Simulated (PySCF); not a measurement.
# WNH₃: singlet, from a tetrahedral start

The task is one start of a wider search on WNH₃: the singlet, from a tetrahedral start. It is relaxed, tested by its Hessian and followed downhill if it is a saddle.

Program: PySCF 2.14.0. Level of theory: PBE0, basis W def2-TZVP with ECP60, N def2-TZVP, H def2-TZVP, scalar-relativistic core potentials, no spin–orbit coupling, density fitting. These are calculated values, not measurements.

### Step 1. The system as given

5 atoms, charge 0, spin multiplicity 1.

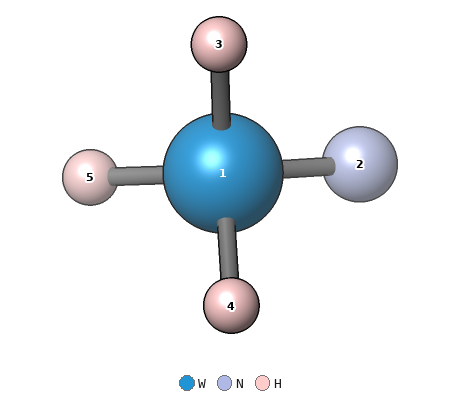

As it starts; tungsten blue, nitrogen light blue, hydrogen pink; atoms are numbered from 1 in the order of the file.

```xyz
5
charge 0 multiplicity 1
W     0.0000    0.0955    0.0675
N     0.0000   -1.3739   -0.9722
H     1.3799    0.0951    1.0433
H    -1.3799    0.0951    1.0433
H     0.0000    1.4757   -0.9077
```

### Step 2. Relaxation: tetrahedral start, singlet

The steps below are one call of a driver around PySCF. For each, scf.py gives the equivalent set-up of the SCF; relaxations use the driver's own optimiser. Before each start the driver seeks the lowest SCF state from one or more starting densities and follows internal instabilities, so scf.py alone need not reach the same state.

The program finds C3v symmetry in the start, which this walk keeps. Threshold on the gradient: 0.0003 Eh/bohr, with a further test on the energy change.

Contents of scf.py:

```python
from pyscf import gto, scf, dft
mol = gto.M(atom='''
W      0.000000     0.095459     0.067548
N     -0.000000    -1.373892    -0.972186
H      1.379902     0.095129     1.043286
H     -1.379902     0.095129     1.043286
H     -0.000000     1.475691    -0.907723''',
    basis={'W': 'def2-TZVP', 'N': 'def2-TZVP', 'H': 'def2-TZVP'},
    ecp={'W': 'def2-TZVP'},
    charge=0, spin=0)
mf = dft.RKS(mol, xc='PBE0')
mf.grids.atom_grid = (50, 194)
aux = {'W': 'def2-universal-JKFIT', 'N': 'def2-universal-JKFIT', 'H': 'def2-universal-JKFIT'}
mf = mf.density_fit(auxbasis=aux)
mf.kernel()
```

Further steps of the session: Is it a minimum? Harmonic modes.

What does the calculation give? Wanted: minimum; geometry; wavenumbers; dipole moment; highest occupied, lowest empty level; polar-tensor charge of W1; zero-point energy; atomisation energy.

The runs gave:

```
                                 quantity                                                               value
                                  minimum                                                        singlet, C3v
                                 geometry  W–H 1.715 Å (×3), W–N 1.649 Å; H–W–H 118.0° (×3), H–W–N 98.2° (×3)
                       wavenumbers (cm⁻¹)          690 (e), 690 (a1), 861 (e), 1183 (a1), 1997 (e), 2007 (a1)
                            dipole moment                                                              3.35 D
     highest occupied, lowest empty level                                                     -8.89, -2.87 eV
                polar-tensor charge of W1                                                             +1.10 e
                        zero-point energy                                                         65.6 kJ/mol
                      entropy at 298.15 K                                                     259.6 J/(mol K)
atomisation energy (no zero-point energy)                                                         1503 kJ/mol
```

The tetrahedral start keeps its C3v symmetry and ends in a minimum. In the infrared the band at 1997 cm⁻¹ (e, stretch) leads. Other starts or spin states, not run here, may lie lower. With an element this heavy the missing spin–orbit coupling can shift these numbers.
